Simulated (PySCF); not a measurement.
## Electronic structure of MgHg in real space

| atom | x (Å) | y (Å) | z (Å) |
| --- | --- | --- | --- |
| Mg | 0.0000 | 0.0000 | -3.2679 |
| Hg | 0.0000 | 0.0000 | 0.3881 |

Core potentials replace the inner electrons of Hg.

The calculation used PBE0/def2-SVP, non-relativistic Hamiltonian with scalar-relativistic core potentials where named, at a bond length of 3.656 Å in PySCF.

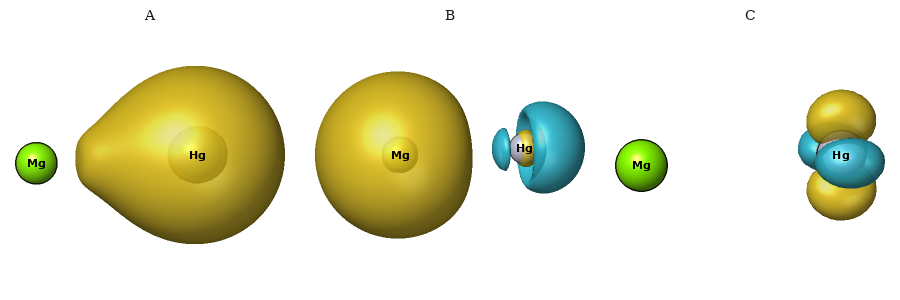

Figure 1. Three frontier orbitals, each drawn at the value that holds 80 % of its norm (yellow and cyan are the two phases), in no order; of a degenerate pair one member is drawn.

> Label each orbital by symmetry, say whether it is occupied, and order them by energy.

Orbital C: δ, occupied, −11.78 eV; almost wholly on Hg.
Orbital A: σ, occupied, −7.78 eV; mainly on Hg (90 %).
Orbital B: σ, occupied, −5.28 eV; mainly on Mg (90 %).

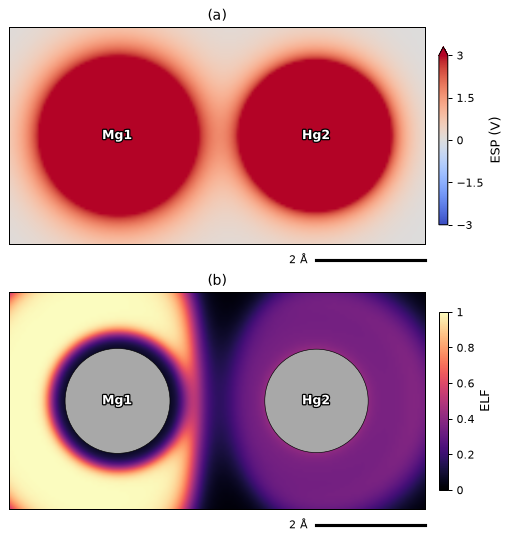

Figure 2. (a) electrostatic potential; (b) electron localisation function on a plane that holds the molecular axis. Grey discs cover the atomic cores in the ELF map.

> Interpret the plot.

The section cuts through Mg and Hg sites.
Mg–Hg (3.66 Å): the ELF is about 0.15 at the midpoint.
The potential has no marked negative region in this plane.

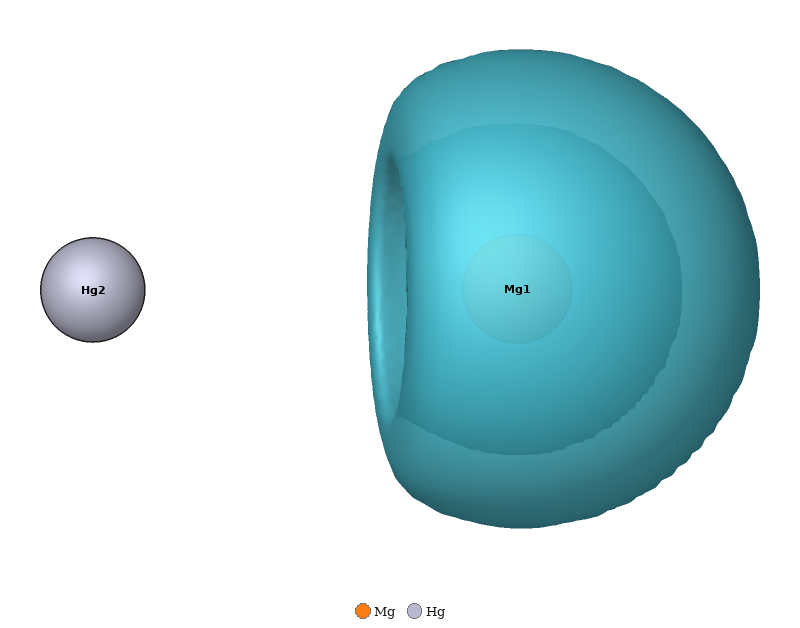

Figure 3. Isosurface of the electron localisation function at 0.9 (cyan), seen from one side. Only the valence region is drawn (cores and ρ < 0.01 e/Å³ removed).

> Describe the localisation domains.

The surface consists of one region wrapped around Mg (its valence shell).
